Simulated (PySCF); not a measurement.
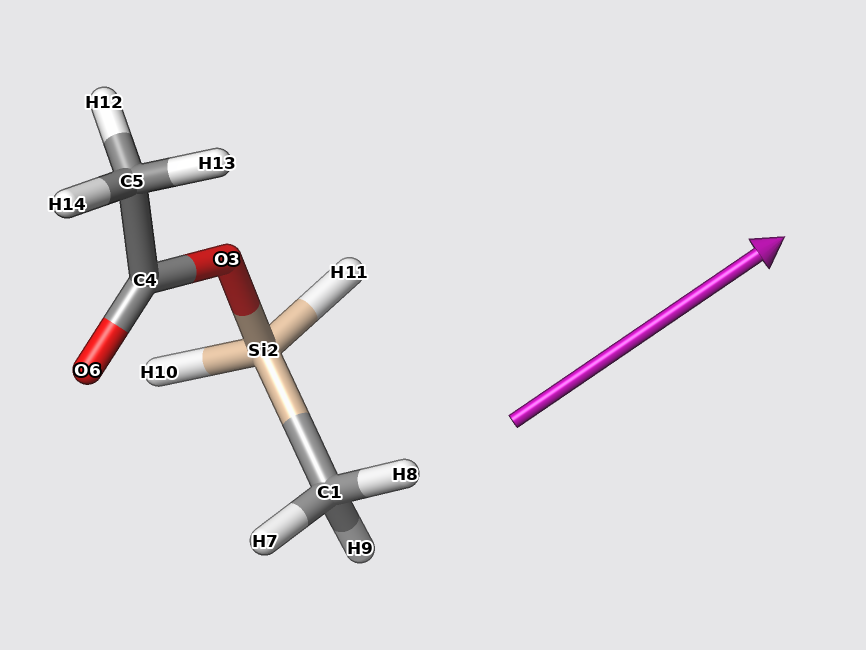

The arrow beside the molecule shows the direction of the dipole moment, from the negative to the positive end (its length means nothing). The computed structure is the end point of a GFN2-xTB optimisation. No frequency run is at hand to confirm it as a minimum. Method: CAM-B3LYP/def2-SVPD, gas phase (PySCF 2.14.0).

How large is the dipole moment?

1.78 D; it points from the side of O6 to the side of H11 (the outermost atoms at the two ends).

The geometry is semi-empirical. Around Si such bond lengths and angles can be off by a tenth of an ångström or more and by several degrees, and values that hang on the shape move with them.
